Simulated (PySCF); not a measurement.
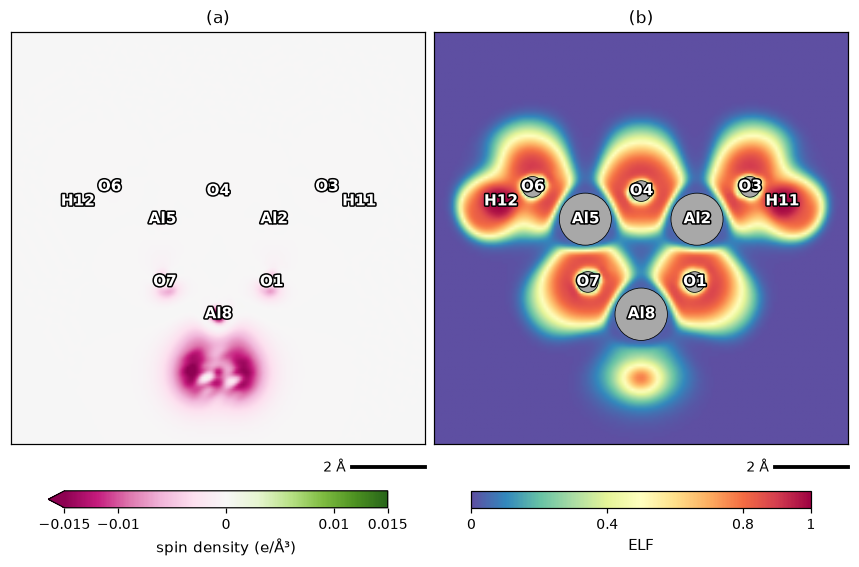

Figure 1: Al$_{3}$H$_{2}$O$_{7}$ (doublet). (a) spin density; (b) ELF on the plane of atoms O1, Al2 and O3. Grey discs cover the atomic cores in the ELF map.

Geometry: PBE0-D3(BJ)/def2-SVP.

Method: UKS B3LYP, IGLO-III on Al O, pcH-1 on H, non-relativistic, mean-field spin-orbit, GIAO in PySCF 2.14.0, density-fitted response routines.

```csv
atom,x (Å),y (Å),z (Å)
O,0.7176,-1.2071,0.8800
Al,-0.1729,-0.0483,1.7763
O,-0.3337,-0.0863,3.4574
O,-0.8987,1.1700,0.8324
Al,-0.8139,1.3282,-0.8614
O,-1.5682,2.6000,-1.6777
O,0.0957,0.1033,-1.6422
Al,0.8749,-1.1577,-0.8116
O,1.2566,-2.7308,-1.7273
O,2.3500,-1.9713,-1.6016
H,0.0592,-0.7553,4.0193
H,-1.5280,2.7281,-2.6263
```

Interpret the plot.

- The plane passes through O, Al and H nuclei.
- Al–O (1.69 Å): the ELF peaks at about 0.85 in the valence shell of O, 0.6 Å from its nucleus, and is about 0.45 at the midpoint.
- O–H (0.96 Å): the ELF climbs to about 1 towards the hydrogen, as it does in any bond to H (an ordinary covalent bond to hydrogen).
- The ELF also peaks beside O7, O1, O4, O6 and O3, away from the bonds: non-bonding electrons, paired or unpaired.
- The unpaired spin (1 electron) lies mostly on O9 (about 0.5) and O10 (about 0.5), in electrons by Hirshfeld's partition.
